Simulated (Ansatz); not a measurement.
C₂H₄O₃: single-point calculation

- system: C₂H₄O₃
- method: RKS PBE0-D4/def2-TZVPP (Ansatz 0.2.0)

The geometry comes from this level: PBE0-D4/def2-TZVP.

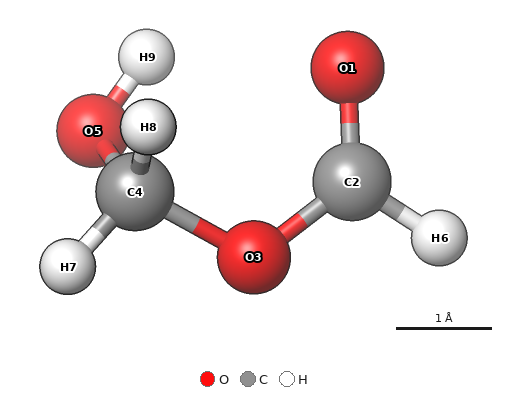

Fig. 1: The input geometry (ball-and-stick view, seen at a tilt; atoms are numbered from 1 in the order of the input).

Results in brief:

```json
{"quantity": "outcome", "value": "converged"}
{"quantity": "total energy", "value": "−8274.8408 eV"}
{"quantity": "mean-field energy", "value": "−8274.7246 eV"}
{"quantity": "dispersion energy", "value": "−0.1162 eV"}
{"quantity": "SCF solution under orbital rotations", "value": "stable"}
{"quantity": "HOMO", "value": "−8.55 eV"}
{"quantity": "LUMO", "value": "−0.33 eV"}
{"quantity": "hardware", "value": "2 threads of AMD EPYC, 23 GiB of memory available, shared host"}
{"quantity": "wall time", "value": "2.4 s (CPU time 4.5 s)"}
{"quantity": "peak memory", "value": "0.45 GiB"}
```

Input file:
```yaml
crystal:
  periodic: [false, false, false]
  atoms:
    - {symbol: O, position_ang: [0.688045, 0.646453, 1.435400]}
    - {symbol: C, position_ang: [1.173758, 0.687683, 0.337570]}
    - {symbol: O, position_ang: [0.681964, 0.099241, -0.743904]}
    - {symbol: C, position_ang: [-0.519131, -0.669333, -0.510506]}
    - {symbol: O, position_ang: [-1.585380, 0.114318, -0.152084]}
    - {symbol: H, position_ang: [2.097585, 1.228247, 0.088409]}
    - {symbol: H, position_ang: [-0.736542, -1.128972, -1.471716]}
    - {symbol: H, position_ang: [-0.275952, -1.425180, 0.242737]}
    - {symbol: H, position_ang: [-1.435747, 0.401243, 0.756894]}
basis:
  gaussian: {orbitals: def2-TZVPP}
hamiltonian: {xc: pbe0, dispersion: d4}
output: {orbitals: {seedname: orbitals}}
```

Launch command:
```bash
ansatz run in.yaml --threads 2 --pin off --events-out ev --progress --plain --max-ram 4352MiB
```

What the program printed:
```
Functional definition: PBE0
  name "PBE0"
  cite "Adamo & Barone, J. Chem. Phys. 110, 6158 (1999) doi:10.1063/1.478522"
  cite "Perdew, Burke & Ernzerhof, Phys. Rev. Lett. 77, 3865 (1996) doi:10.1103/PhysRevLett.77.3865"
  parent pbe
  parameter a = 0.25
  parameter kappa = 0.804
  parameter beta = 0.06672455060314922
  exchange = (1 - a)*pbe_x(kappa = kappa, mu = beta*pi^2/3) + a*exact_x
  correlation = pbe_c(beta = beta)
1049 factors; their error is unknown
mean field evaluation 1: about -8268.8945 eV, gradient 6.0e1 eV
mean field evaluation 2: about -8262.6217 eV, gradient 8.6e1 eV
mean field evaluation 4: about -8274.6596 eV, gradient 5.6e0 eV
mean field evaluation 8: about -8274.7124 eV, gradient 3.0e-1 eV
mean field evaluation 16: about -8274.7246 eV, gradient 4.0e-4 eV
mean field -8274.72459350 eV, -304.0905200014 hartree, gradient 4.2e-5 eV, S^2 0.000000; 0 other end points of the search recorded, 0 dependent functions left out
reference -8274.72461820 eV, -304.0905209090 hartree; 20, 20 occupied and 191, 191 virtual orbitals, 1049 factors
Total energy: -8274.84083988 eV, -304.0947919769 hartree
```

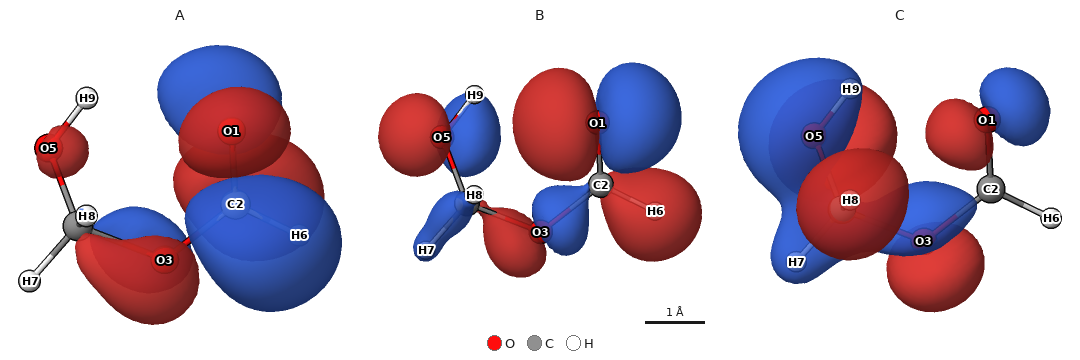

Fig. 2: Three frontier orbitals at ±0.1 Å⁻³ᐟ² (blue and red are the two phases). C is the HOMO−1 (−9.03 eV). It lies mainly on O5 (50 %), O3 (15 %), C4 (10 %) and H8 (10 %). B is the HOMO (−8.55 eV). A is the LUMO (−0.33 eV). It lies mainly on C2 (45 %), O1 (25 %) and O3 (15 %); π-antibonding (π*) across C2–O1. The HOMO–LUMO gap is 8.22 eV between the orbital energies.

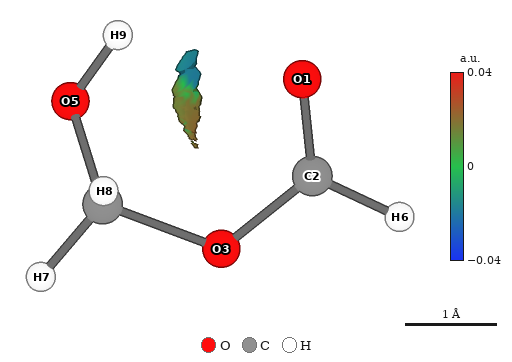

Fig. 3: Non-covalent interaction (NCI) plot: the surface where the reduced density gradient is 0.4, for densities under 0.05 a.u., coloured by sign(λ₂)ρ; seen at a tilt. H9···O1 (2.2 Å): a hydrogen bond (blue, attractive).

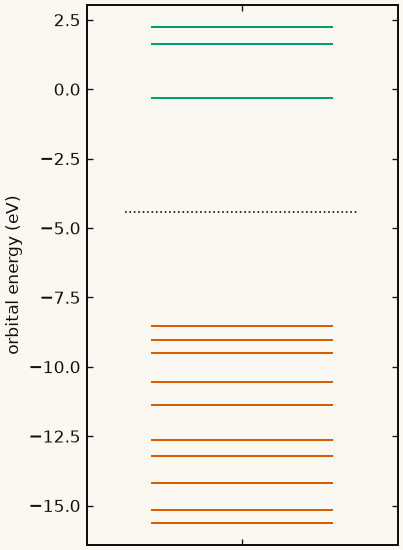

Fig. 4: Orbital energies near the frontier; the dotted line parts filled from empty levels, and levels within 0.02 eV of each other stand side by side. Highest filled −8.55 eV, lowest empty −0.33 eV, 8.22 eV apart.
